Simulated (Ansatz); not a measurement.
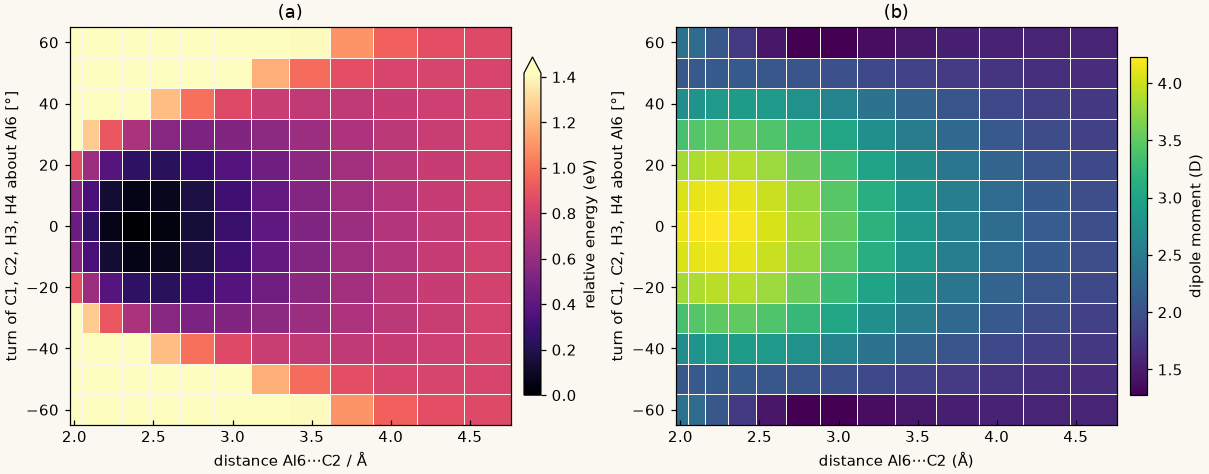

C2H2AlCl3. The turn is about an axis along (0.87, 0.45, 0.21) in the frame of the relaxed pair, normal to the line between the partners. The first coordinate is: distance Al6···C2; the second: turn of C1, C2, H3, H4 about Al6. The scan uses a 13 × 13 grid; 101 points were computed and 68 follow by symmetry. Points are written as (first, second). All energies are given in eV relative to the lowest grid point. Computed with Ansatz 0.2.0, RKS PBE-D4/def2-SVPD.

Panel (a) is the energy and panel (b) the computed dipole moment on the same grid.

In the figure: one coloured cell a grid point, one colour for all values above the top of the scale.

**How does the dipole moment vary over the map, and what is it at the lowest grid point?**

Leaving out the highest fifth of the energies, it runs from 1.47 D at (3.484 Å, 60°) to 4.23 D at (2.222 Å, 0°). At the lowest grid point, (2.383 Å, 0°), it is 4.19 D.

```csv
"turn of C1, C2, H3, H4 about Al6 ↓, distance Al6···C2 →",2.010,2.090,2.222,2.383,2.568,2.773,2.995,3.233,3.484,3.748,4.024,4.312,4.610
60,2.39,2.31,2.08,1.76,1.45,1.28,1.28,1.38,1.47,1.53,1.56,1.57,1.57
50,2.08,2.09,2.10,2.10,2.08,2.05,2.00,1.93,1.86,1.79,1.74,1.69,1.65
40,2.73,2.79,2.87,2.90,2.86,2.76,2.59,2.40,2.21,2.05,1.92,1.82,1.75
30,3.37,3.44,3.50,3.50,3.42,3.25,3.01,2.75,2.49,2.27,2.08,1.95,1.85
20,3.81,3.87,3.92,3.90,3.78,3.57,3.29,2.99,2.69,2.43,2.21,2.05,1.92
10,4.06,4.12,4.15,4.12,3.98,3.75,3.45,3.13,2.81,2.53,2.30,2.11,1.97
0,4.14,4.20,4.23,4.19,4.05,3.81,3.50,3.17,2.85,2.57,2.33,2.13,1.99
−10,4.06,4.12,4.15,4.12,3.98,3.75,3.45,3.13,2.81,2.53,2.30,2.11,1.97
−20,3.81,3.87,3.92,3.90,3.78,3.57,3.29,2.99,2.69,2.43,2.21,2.05,1.92
−30,3.37,3.44,3.50,3.50,3.42,3.25,3.01,2.75,2.49,2.27,2.08,1.95,1.85
−40,2.73,2.79,2.87,2.90,2.86,2.76,2.59,2.40,2.21,2.05,1.92,1.82,1.75
−50,2.08,2.09,2.10,2.10,2.08,2.05,2.00,1.93,1.86,1.79,1.74,1.69,1.65
−60,2.39,2.31,2.08,1.76,1.45,1.28,1.28,1.38,1.47,1.53,1.56,1.57,1.57
```
